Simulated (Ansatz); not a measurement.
## Ba6Mo, from a guessed structure to a relaxed one

Starting from a made-up structure for Ba6Mo, the aim is the relaxed cell, its shortest contacts and, where a second run follows, its electronic structure.

Method: DFT, PBE, plane-wave PAW, files of the set soft_1, scalar-relativistic, no spin, cell and ions relaxed at zero pressure; PAW set soft_1, in the first sound run; inputs show where later runs differ, in Ansatz 0.2.0.

## 1. Set-up

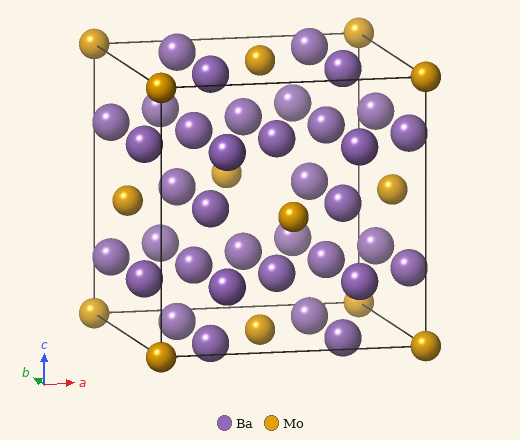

Start, viewed slightly off an axis; barium purple, molybdenum orange. This picture shows the conventional cell, with its axes. Some periodic images of atoms are drawn too.

## 2. Relaxation of the guess

The guess takes its coordinates from another compound and its volume from a rule, so the cell and any free coordinates are relaxed together.

input.yaml reads:

```yaml
crystal:
  lattice:
    - [0.0, 5.6795, 5.6795]
    - [5.6795, 0.0, 5.6795]
    - [5.6795, 5.6795, 0.0]
  atoms:
    - { symbol: Ba, position: [0.5, 0.0, 0.0] }
    - { symbol: Ba, position: [0.0, 0.5, 0.5] }
    - { symbol: Ba, position: [0.0, 0.5, 0.0] }
    - { symbol: Ba, position: [0.0, 0.0, 0.5] }
    - { symbol: Ba, position: [0.5, 0.0, 0.5] }
    - { symbol: Ba, position: [0.5, 0.5, 0.0] }
    - { symbol: Mo, position: [0.0, 0.0, 0.0] }
kpoints:
  mp_grid: { grid: [4, 4, 4] }
scf:
  occupations: { method: fermi_dirac, width: 0.05 }
hamiltonian:
  xc: pbe
  pseudopotentials: { kind: paw, azcp: { folder: soft_1 } }
relax:
  f_tol: 0.015
  max_steps: 70
  cell: {}
output:
  forces: true
  stress: true
```

Started as:

```console
ansatz run input.yaml --threads 4 --pin off --max-ram 10240MiB --backend cpu --events-out ev --progress --plain --runs-dir out
```

Numbers of over 12 decimals in the logs are rounded to 6 here.

Output:

```text
Engine: ansatz 0.2.0, x86_64-unknown-linux-gnu
Pseudopotentials: kind: paw
Pseudopotential: Ba, paw, valence charge 10, recommended cutoff 420 eV (normal), soft_1/Ba.paw.azcp
Pseudopotential: Mo, paw, valence charge 14, recommended cutoff 420 eV (normal), soft_1/Mo.paw.azcp
Functional definition: PBE
  parameter kappa = 0.804
  parameter beta = 0.066725
  exchange = pbe_x(kappa = kappa, mu = beta*pi^2/3)
  correlation = pbe_c(beta = beta)
Crystal: 7 atoms, lattice volume = 366.404 Å³
Basis set: ecut = 420 eV, 7239 PW (Γ), exchange–correlation on 108×108×108 points (8 copies of the dense FFT grid, shifted against one another)
Bands: 45, of which v1, the nominal top of the filled ones, is band 37 counted from 1 (36 counted from 0)
Symmetry: 48 space group operations
Space group: Fm-3m (ITA 225), of the structure as read, at distance tolerance 7.2e-5 Å
k-points: 8 of 64
Non-local potential: Ba, projectors of the file, l = 0: 3, l = 1: 2, l = 2: 2, l = 3: 2
Non-local potential: Mo, projectors of the file, l = 0: 3, l = 1: 2, l = 2: 2, l = 3: 1
PAW form: soft (Blöchl's): semilocal exchange-correlation on the pseudo side does not see the compensation charge
PAW one-centre angular grid: Ba, 194 points (default); XC on 64 Gauss nodes
PAW one-centre angular grid: Mo, 590 points (default); XC on 64 Gauss nodes
Initial density: superposition of atomic densities (chi_scale 0.1, normalization cell, long waves kept (reshape's long-wave potential 0.01 eV rms))
Initial wavefunctions: pseudopotential atomic-orbital guess
Functional: x = pbe(κ = 0.804, μ = 0.219515), c = pbe(β = 0.066725)
SCF iter   1: F=—  HF=-40676.117856 eV  |F-HF|=—  |Δ(HF+E_count)|=         —  Δρ=9.93e-2  dr2=1.59e2  ethr=3.10e-3  ⟨swp⟩=13.0  Hψ=1964  notcnv=0
preconditioner: auto → Kerker (q_TF=auto, 2.090 Å⁻¹)  [metal: Δε(μ)=0.020 eV  Ē_g=1.492 eV  σ=0.050 eV  W_gap=0.10  n_scr=58 (ndim 8)  ℏωp=8.2 eV  f_vac=0.000  D(μ)=12.36/eV (n_scr^D=88)]
SCF iter   2: F=—  HF=-40650.609190 eV  |F-HF|=—  |Δ(HF+E_count)|=    2.55e1  Δρ=6.17e-2  dr2=4.53e1  ethr=3.10e-3  ⟨swp⟩=8.8  Hψ=2195  notcnv=0
preconditioner: auto → Resta (q_TF=auto, 2.090 Å⁻¹)  ε∞=3.0  [insulator: Δε(μ)=0.126 eV  Ē_g=10.061 eV  σ=0.050 eV  W_gap=0.56  n_scr=58 (ndim 8)  ℏωp=14.2 eV  f_vac=0.000  D(μ)=8.27/eV (n_scr^D=58)  ε∞_Penn≈3.0]
SCF iter   3: F=—  HF=-40651.913938 eV  |F-HF|=—  |Δ(HF+E_count)|=    1.30e0  Δρ=6.41e-2  dr2=6.17e1  ethr=3.10e-3  ⟨swp⟩=6.9  Hψ=1674  notcnv=0
SCF iter   4: F=—  HF=-40649.774216 eV  |F-HF|=—  |Δ(HF+E_count)|=    2.14e0  Δρ=4.32e-2  dr2=2.62e1  ethr=3.10e-3  ⟨swp⟩=4.9  Hψ=1344  notcnv=0
SCF iter   5: F=—  HF=-40649.352287 eV  |F-HF|=—  |Δ(HF+E_count)|=   4.22e-1  Δρ=3.65e-2  dr2=1.86e1  ethr=3.10e-3  ⟨swp⟩=1.2  Hψ=378  notcnv=0
SCF iter   6: F=—  HF=-40648.745362 eV  |F-HF|=—  |Δ(HF+E_count)|=   6.07e-1  Δρ=5.11e-3  dr2=4.67e-1  ethr=3.10e-3  ⟨swp⟩=2.5  Hψ=460  notcnv=0
SCF iter   7: F=—  HF=-40648.854396 eV  |F-HF|=—  |Δ(HF+E_count)|=   1.09e-1  Δρ=1.68e-2  dr2=4.36e0  ethr=6.31e-4  ⟨swp⟩=5.5  Hψ=720  notcnv=0  defer=2  recentre
SCF iter   8: F=—  HF=-40648.745176 eV  |F-HF|=—  |Δ(HF+E_count)|=   1.09e-1  Δρ=1.77e-3  dr2=5.72e-2  ethr=6.31e-4  ⟨swp⟩=3.0  Hψ=472  notcnv=0
SCF iter   9: F=—  HF=-40648.746476 eV  |F-HF|=—  |Δ(HF+E_count)|=   1.30e-3  Δρ=2.29e-3  dr2=7.15e-2  ethr=7.73e-5  ⟨swp⟩=2.1  Hψ=413  notcnv=0
SCF iter  10: F=—  HF=-40648.744687 eV  |F-HF|=—  |Δ(HF+E_count)|=   1.79e-3  Δρ=6.47e-4  dr2=5.42e-3  ethr=7.73e-5  ⟨swp⟩=1.1  Hψ=369  notcnv=0
SCF iter  11: F=—  HF=-40648.744658 eV  |F-HF|=—  |Δ(HF+E_count)|=   2.90e-5  Δρ=6.47e-5  dr2=1.73e-5  ethr=7.32e-6  ⟨swp⟩=1.5  Hψ=372  notcnv=0
SCF iter  12: F=—  HF=-40648.744631 eV  |F-HF|=—  |Δ(HF+E_count)|=   2.77e-5  Δρ=1.53e-5  dr2=5.32e-6  ethr=2.33e-8  ⟨swp⟩=4.1  Hψ=582  notcnv=0  defer=1
SCF iter  13: F=—  HF=-40648.744630 eV  |F-HF|=—  |Δ(HF+E_count)|=   2.10e-7  Δρ=2.88e-5  dr2=1.99e-5  ethr=7.19e-9  ⟨swp⟩=1.8  Hψ=383  notcnv=0  recentre
SCF iter  14: F=—  HF=-40648.744630 eV  |F-HF|=—  |Δ(HF+E_count)|=   7.95e-7  Δρ=6.51e-6  dr2=8.42e-7  ethr=7.19e-9  ⟨swp⟩=1.6  Hψ=366  notcnv=0
SCF iter  15: F=—  HF=-40648.744630 eV  |F-HF|=—  |Δ(HF+E_count)|=   6.57e-8  Δρ=3.30e-6  dr2=1.77e-7  ethr=1.14e-9  ⟨swp⟩=2.0  Hψ=406  notcnv=0
SCF iter  16: F=-40648.744630 eV  HF=-40648.744630 eV  |F-HF|=3.61e-8  |Δ(HF+E_count)|=   1.09e-9  Δρ=1.60e-6  dr2=3.88e-8  ethr=1.35e-10  ⟨swp⟩=4.8  Hψ=1100  notcnv=0
SCF 1 converged in 16 iterations: F = -40648.744630 eV  dr2 = 3.88e-8
  greatest PAW one-centre occupation: 0.999 electrons in one spin orbital (limit 2), on the Mo atom at site 6 (counted from 0), in its partial waves of l = 0
relax step   1: F+E_penalty+E_count = -40648.74462959 eV  Δ(F+E_penalty+E_count) = +0.000e0 eV  max|allowed force component| = 1.026e-29 eV/Å  Δτ_max = 0.0000 Å  P = -0.725 GPa  Ω = 366.404 Å³  (16 SCF iters, dr2 threshold 1.00e-7 eV, accepted)
Crystal: 7 atoms, lattice volume = 357.141 Å³
Basis set: ecut = 420 eV, 6879 PW (Γ), exchange–correlation on 108×108×108 points (8 copies of the dense FFT grid, shifted against one another)
Initial density: handed on by an earlier stage of this run
Initial wavefunctions: those handed on with the density
iter 1 solved again at ethr=1.97e-3 eV; its pass at ethr=3.10e-3 eV (dr2=1.46e0 eV) is discarded
SCF iter   1: F=—  HF=-40648.819415 eV  |F-HF|=—  |Δ(HF+E_count)|=         —  Δρ=9.96e-3  dr2=1.44e0  ethr=1.97e-3  ⟨swp⟩=1.0  Hψ=1664  notcnv=0
preconditioner: auto → Kerker (q_TF=auto, 2.099 Å⁻¹)  [metal: Δε(μ)=0.010 eV  Ē_g=1.310 eV  σ=0.050 eV  W_gap=0.05  n_scr=58 (ndim 8)  ℏωp=8.3 eV  f_vac=0.000  D(μ)=19.95/eV (n_scr^D=180)]
SCF iter   2: F=—  HF=-40648.783060 eV  |F-HF|=—  |Δ(HF+E_count)|=   3.64e-2  Δρ=3.05e-3  dr2=1.14e-1  ethr=1.95e-3  ⟨swp⟩=1.0  Hψ=360  notcnv=0
SCF iter   3: F=—  HF=-40648.780117 eV  |F-HF|=—  |Δ(HF+E_count)|=   2.94e-3  Δρ=5.86e-4  dr2=2.06e-3  ethr=1.54e-4  ⟨swp⟩=1.2  Hψ=362  notcnv=0
SCF iter   4: F=—  HF=-40648.780673 eV  |F-HF|=—  |Δ(HF+E_count)|=   5.57e-4  Δρ=7.74e-5  dr2=6.67e-5  ethr=2.79e-6  ⟨swp⟩=2.5  Hψ=447  notcnv=0
SCF iter   5: F=—  HF=-40648.780595 eV  |F-HF|=—  |Δ(HF+E_count)|=   7.79e-5  Δρ=4.39e-5  dr2=2.13e-5  ethr=9.01e-8  ⟨swp⟩=1.9  Hψ=402  notcnv=0
SCF iter   6: F=—  HF=-40648.780595 eV  |F-HF|=—  |Δ(HF+E_count)|=   2.84e-7  Δρ=8.19e-6  dr2=7.26e-7  ethr=2.88e-8  ⟨swp⟩=1.2  Hψ=363  notcnv=0
SCF iter   7: F=-40648.780595 eV  HF=-40648.780595 eV  |F-HF|=5.94e-9  |Δ(HF+E_count)|=   6.37e-8  Δρ=2.14e-6  dr2=4.29e-8  ethr=9.46e-10  ⟨swp⟩=4.6  Hψ=1108  notcnv=0
SCF 2 converged in 7 iterations: F = -40648.780595 eV  dr2 = 4.29e-8
relax step   2: F+E_penalty+E_count = -40648.78059522 eV  Δ(F+E_penalty+E_count) = -3.597e-2 eV  max|allowed force component| = 4.808e-30 eV/Å  Δτ_max = 0.0000 Å  P = -0.500 GPa  Ω = 357.141 Å³  energy of the carried Pulay correction = +4.204e-4 eV  (7 SCF iters, dr2 threshold 7.00e-7 eV, accepted)
Crystal: 7 atoms, lattice volume = 338.104 Å³
Basis set: ecut = 420 eV, 6615 PW (Γ), exchange–correlation on 108×108×108 points (8 copies of the dense FFT grid, shifted against one another)
SCF iter   1: F=—  HF=-40648.969109 eV  |F-HF|=—  |Δ(HF+E_count)|=         —  Δρ=1.98e-2  dr2=5.37e0  ethr=3.10e-3  ⟨swp⟩=8.4  Hψ=1362  notcnv=0
preconditioner: auto → Kerker (q_TF=auto, 2.118 Å⁻¹)  [metal: Δε(μ)=0.017 eV  Ē_g=10.007 eV  σ=0.050 eV  W_gap=0.09  n_scr=58 (ndim 8)  ℏωp=14.8 eV  f_vac=0.000  D(μ)=18.19/eV (n_scr^D=168)]
SCF iter   2: F=—  HF=-40648.815778 eV  |F-HF|=—  |Δ(HF+E_count)|=   1.53e-1  Δρ=5.54e-3  dr2=3.45e-1  ethr=3.10e-3  ⟨swp⟩=1.0  Hψ=424  notcnv=0
SCF iter   3: F=—  HF=-40648.807730 eV  |F-HF|=—  |Δ(HF+E_count)|=   8.05e-3  Δρ=9.90e-4  dr2=7.12e-3  ethr=4.66e-4  ⟨swp⟩=2.0  Hψ=386  notcnv=0
SCF iter   4: F=—  HF=-40648.808991 eV  |F-HF|=—  |Δ(HF+E_count)|=   1.26e-3  Δρ=5.87e-4  dr2=4.00e-3  ethr=9.62e-6  ⟨swp⟩=2.1  Hψ=436  notcnv=0
SCF iter   5: F=—  HF=-40648.808909 eV  |F-HF|=—  |Δ(HF+E_count)|=   8.23e-5  Δρ=9.73e-5  dr2=1.31e-4  ethr=5.41e-6  ⟨swp⟩=1.8  Hψ=370  notcnv=0
SCF iter   6: F=—  HF=-40648.808843 eV  |F-HF|=—  |Δ(HF+E_count)|=   6.60e-5  Δρ=5.36e-5  dr2=3.25e-5  ethr=1.77e-7  ⟨swp⟩=2.1  Hψ=396  notcnv=0
SCF iter   7: F=—  HF=-40648.808843 eV  |F-HF|=—  |Δ(HF+E_count)|=   5.91e-7  Δρ=1.28e-5  dr2=2.20e-6  ethr=4.39e-8  ⟨swp⟩=1.0  Hψ=360  notcnv=0
SCF iter   8: F=-40648.808843 eV  HF=-40648.808843 eV  |F-HF|=4.59e-8  |Δ(HF+E_count)|=   8.68e-8  Δρ=2.80e-6  dr2=6.52e-8  ethr=8.45e-10  ⟨swp⟩=4.8  Hψ=1096  notcnv=0
SCF 3 converged in 8 iterations: F = -40648.808843 eV  dr2 = 6.52e-8
relax step   3: F+E_penalty+E_count = -40648.80884263 eV  Δ(F+E_penalty+E_count) = -2.825e-2 eV  max|allowed force component| = 3.486e-29 eV/Å  Δτ_max = 0.0000 Å  P = +0.065 GPa  Ω = 338.104 Å³  energy of the carried Pulay correction = +1.319e-3 eV  (8 SCF iters, dr2 threshold 6.25e-7 eV, accepted)
Crystal: 7 atoms, lattice volume = 340.187 Å³
iter 1 solved again at ethr=9.72e-5 eV; its pass at ethr=3.10e-3 eV (dr2=7.19e-2 eV) is discarded
SCF iter   1: F=—  HF=-40648.811243 eV  |F-HF|=—  |Δ(HF+E_count)|=         —  Δρ=2.36e-3  dr2=7.64e-2  ethr=9.72e-5  ⟨swp⟩=1.0  Hψ=1304  notcnv=0
preconditioner: auto → Kerker (q_TF=auto, 2.116 Å⁻¹)  [metal: Δε(μ)=0.012 eV  Ē_g=10.100 eV  σ=0.050 eV  W_gap=0.06  n_scr=58 (ndim 8)  ℏωp=14.8 eV  f_vac=0.000  D(μ)=17.10/eV (n_scr^D=168)]
SCF iter   2: F=—  HF=-40648.809375 eV  |F-HF|=—  |Δ(HF+E_count)|=   1.87e-3  Δρ=7.80e-4  dr2=7.15e-3  ethr=9.72e-5  ⟨swp⟩=1.0  Hψ=360  notcnv=0
SCF iter   3: F=—  HF=-40648.809192 eV  |F-HF|=—  |Δ(HF+E_count)|=   1.83e-4  Δρ=1.43e-4  dr2=1.14e-4  ethr=9.66e-6  ⟨swp⟩=1.1  Hψ=361  notcnv=0
SCF iter   4: F=—  HF=-40648.809208 eV  |F-HF|=—  |Δ(HF+E_count)|=   1.67e-5  Δρ=1.91e-5  dr2=3.10e-6  ethr=1.54e-7  ⟨swp⟩=2.4  Hψ=442  notcnv=0
SCF iter   5: F=—  HF=-40648.809132 eV  |F-HF|=—  |Δ(HF+E_count)|=   7.58e-5  Δρ=5.27e-6  dr2=1.53e-7  ethr=4.19e-9  ⟨swp⟩=2.1  Hψ=459  notcnv=0
SCF iter   6: F=—  HF=-40648.809132 eV  |F-HF|=—  |Δ(HF+E_count)|=   3.15e-8  Δρ=1.79e-6  dr2=3.40e-8  ethr=1.42e-11  ⟨swp⟩=5.8  Hψ=1408  notcnv=0
SCF iter   7: F=-40648.809132 eV  HF=-40648.809132 eV  |F-HF|=6.40e-10  |Δ(HF+E_count)|=  3.64e-11  Δρ=4.35e-7  dr2=1.91e-9  ethr=1.42e-11  ⟨swp⟩=4.1  Hψ=1056  notcnv=0
SCF 4 converged in 7 iterations: F = -40648.809132 eV  dr2 = 1.91e-9
relax step   4: F+E_penalty+E_count = -40648.80913244 eV  Δ(F+E_penalty+E_count) = -2.898e-4 eV  max|allowed force component| = 5.362e-30 eV/Å  Δτ_max = 0.0000 Å  P = -0.004 GPa  Ω = 340.187 Å³  energy of the carried Pulay correction = +1.218e-3 eV  (7 SCF iters, dr2 threshold 1.05e-8 eV, accepted)
Initial wavefunctions: pseudopotential atomic-orbital guess (no wavefunctions were taken with the density)
iter 1 solved again at ethr=1.48e-5 eV; its pass at ethr=3.10e-3 eV (dr2=1.09e-2 eV) is discarded
SCF iter   1: F=—  HF=-40648.807837 eV  |F-HF|=—  |Δ(HF+E_count)|=         —  Δρ=3.77e-5  dr2=6.87e-7  ethr=1.48e-5  ⟨swp⟩=3.1  Hψ=2476  notcnv=0
eigensolver tolerance schedule: the retry pair's looser diagonalisation over-reported the residual by 15948.58 of it (diagonalisation noise at an unbounded share of the residual, at the tolerance the schedule requests for it); recorded, not acted on — ethr = c·dr2/N_el stays at c = 1.0e-1
preconditioner: auto → Kerker (q_TF=auto, 2.116 Å⁻¹)  [metal: Δε(μ)=0.004 eV  Ē_g=10.101 eV  σ=0.050 eV  W_gap=0.02  n_scr=58 (ndim 8)  ℏωp=14.8 eV  f_vac=0.000  D(μ)=17.71/eV (n_scr^D=168)]
SCF iter   2: F=—  HF=-40648.807804 eV  |F-HF|=—  |Δ(HF+E_count)|=   3.23e-5  Δρ=2.05e-5  dr2=2.93e-7  ethr=9.28e-10  ⟨swp⟩=3.6  Hψ=968  notcnv=0
SCF iter   3: F=—  HF=-40648.807805 eV  |F-HF|=—  |Δ(HF+E_count)|=   7.13e-7  Δρ=7.44e-6  dr2=3.47e-8  ethr=3.96e-10  ⟨swp⟩=2.6  Hψ=662  notcnv=0
SCF iter   4: F=—  HF=-40648.807805 eV  |F-HF|=—  |Δ(HF+E_count)|=   1.22e-7  Δρ=4.61e-7  dr2=1.19e-9  ethr=4.70e-11  ⟨swp⟩=2.0  Hψ=666  notcnv=0
SCF iter   5: F=—  HF=-40648.807805 eV  |F-HF|=—  |Δ(HF+E_count)|=  2.18e-10  Δρ=1.99e-7  dr2=4.47e-10  ethr=1.61e-12  ⟨swp⟩=2.6  Hψ=581  notcnv=0
SCF iter   6: F=—  HF=-40648.807805 eV  |F-HF|=—  |Δ(HF+E_count)|=  7.28e-12  Δρ=9.38e-8  dr2=7.66e-11  ethr=1.00e-12  ⟨swp⟩=1.0  Hψ=360  notcnv=0
SCF iter   7: F=-40648.807805 eV  HF=-40648.807805 eV  |F-HF|=0.00e0  |Δ(HF+E_count)|=  2.18e-11  Δρ=2.37e-8  dr2=2.72e-12  ethr=1.00e-12  ⟨swp⟩=4.0  Hψ=1028  notcnv=0
SCF 5 converged in 7 iterations: F = -40648.807805 eV  dr2 = 2.72e-12
relax step   5: F+E_penalty+E_count = -40648.80780506 eV  Δ(F+E_penalty+E_count) = +1.327e-3 eV  max|allowed force component| = 8.753e-30 eV/Å  Δτ_max = 0.0000 Å  P = -0.003 GPa  Ω = 340.187 Å³  stress off target by 3.16e-3 GPa  SCF on the basis re-selected at this cell (its energy is not comparable with the rows above)  (7 SCF iters)
basis re-selected at this cell: Δ(F+E_penalty+E_count) = +1.327e-3 eV, ΔP = +0.001 GPa vs the last step (what re-selecting the basis moved, of the pressure what is left beyond the Pulay correction that the steps carried, after the strain that the cell walked since its last selection, with what the two solves' SCF thresholds leave and, on support functions, any second-order correction that the steps lacked; it is no m [...]
SCF converged after 7 iterations
Free energy (F): -40648.807805 eV
Harris-Foulkes:  -40648.807805 eV  (|F-HF|=0.00e0)
Internal energy: -40648.668087 eV  (E = F + TS)
E sigma→0 (E₀):  -40648.737946 eV
Entropy (-TS):   -0.139718 eV (-19.960 meV/atom)
Fermi energy:    7.542422 eV
--- Per-component energies (eV) ---
  E_band       = -620.356127
  E_kinetic    = 1368.304388
  E_local      = -3987.718624  (includes V_loc(G=0)·N_el)
  E_nonlocal   = 715.050807
  E_hartree    = 1335.643455
  E_xc         = -1352.900173
  E_vxc        = -972.597040  (∫ρ·V_xc dr)
  E_paw        = -34386.838755  (= ΣΔE_a)
  E_vpaw       = -414.682683  (= ΣTr[D̂ρ^β])
  E_aug_tail   = 0.000035  (compensation charges beyond the density's cutoff)
  E_ewald      = -4340.209220
  E_smearing   = -0.139718  (= −TS)
  E_closure    = 0.000000  (closes the sum)
  Σ components = -40648.807805   (vs F -40648.807805, Δ=0.00e0)
--- Forces (eV/Å), atoms counted from 1 ---
  atom   1  Ba     0.00000000    -0.00000000    -0.00000000
  atom   2  Ba    -0.00000000    -0.00000000    -0.00000000
  atom   3  Ba     0.00000000    -0.00000000     0.00000000
  atom   4  Ba     0.00000000    -0.00000000     0.00000000
  atom   5  Ba     0.00000000    -0.00000000     0.00000000
  atom   6  Ba     0.00000000    -0.00000000    -0.00000000
  atom   7  Mo     0.00000000    -0.00000000     0.00000000
  max |Σ_I F_I| component: 3.44e-29 eV/Å
--- Stress (GPa, compression-positive) ---
       -0.003161      -0.000000      -0.000000
       -0.000000      -0.003161      -0.000000
       -0.000000      -0.000000      -0.003161
  P = ⅓ Tr σ = -0.0032 GPa (-0.032 kbar)
--- Relaxed structure (4 steps of the walk, 4 accepted, 1 SCFs on fresh bases) ---
  F+E_penalty+E_count = -40648.80780506 eV   max|allowed force component| = 8.753e-30 eV/Å   (the final SCF, on the basis selected at the relaxed cell)
  cell:  # Å, volume = 340.1872 Å³
    - [0, 5.540675, 5.540675]
    - [5.540675, 0, 5.540675]
    - [5.540675, 5.540675, 0]
  atoms:
    - { symbol: Ba, position: [0.5, 0.0, 0.0] }
    - { symbol: Ba, position: [0.0, 0.5, 0.5] }
    - { symbol: Ba, position: [0.0, 0.5, 0.0] }
    - { symbol: Ba, position: [0, 0, 0.5] }
    - { symbol: Ba, position: [0.5, 0.0, 0.5] }
    - { symbol: Ba, position: [0.5, 0.5, 0.0] }
    - { symbol: Mo, position: [0, 0, 0] }
```

Wall time 12 s (4 threads of AMD EPYC 7B13 (Zen 3), shared host); peak memory 0.95 GiB.

Step by step:

```csv
step,energy less that of the first step (eV),largest force component (eV/Å),pressure (GPa),volume (Å³)
1,0.0000,0.0000,-0.72,366.40
2,-0.0360,0.0000,-0.50,357.14
3,-0.0642,0.0000,0.06,338.10
4,-0.0645,0.0000,0.00,340.19
5*,-0.0632,0.0000,0.00,340.19
```

Relaxation steps marked * repeat the geometry before them on a plane-wave basis chosen anew for their cell, so energy and pressure can jump there.

The run keeps the 48 symmetry operations that it works with, so distortions that break them were not tested.

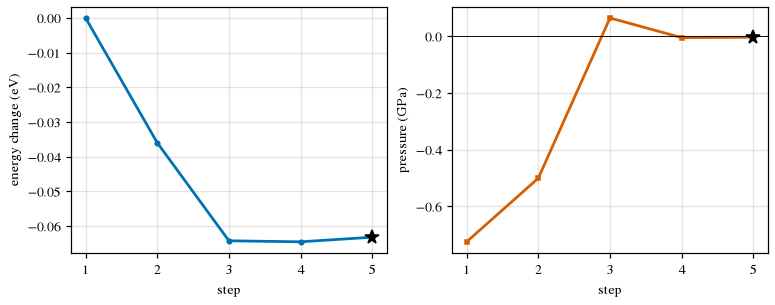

Energy and pressure along the relaxation. Stars mark steps on a basis chosen anew.

```csv
"conventional cell, symmetrised",before,after,change
a (Å),11.359,11.081,-2.4 %
b (Å),11.359,11.081,-2.4 %
c (Å),11.359,11.081,-2.4 %
volume (Å³/atom),52.34,48.60,-7.2 %
```

Numbers from this step:

```
free energy             : -40648.8078 eV
energy at zero smearing : -40648.7379 eV
smearing term TS        : 0.1397 eV
Fermi energy            : 7.542 eV
electrons               : 74
symmetry operations     : 48
pressure                : -0.003161 GPa
```

The shortest distance of each pair, which need not be the same contact before and after:

```csv
pair,guess (Å),relaxed (Å)
Ba–Ba,4.016,3.918
Ba–Mo,4.016,3.918
```

The relaxation ends with a pressure of 0.00 GPa.

(Continued in part 2 of 2.)

[Logs are printed without paths, hosts, clocks, repeated set-up lines and the standing remarks that a program may print on its own settings, such as how far it seeks lower states.]

[Hosts, paths, dates, database ids (printed as entryN), source tags and the programs' standing remarks are cut or masked in the printed files.]
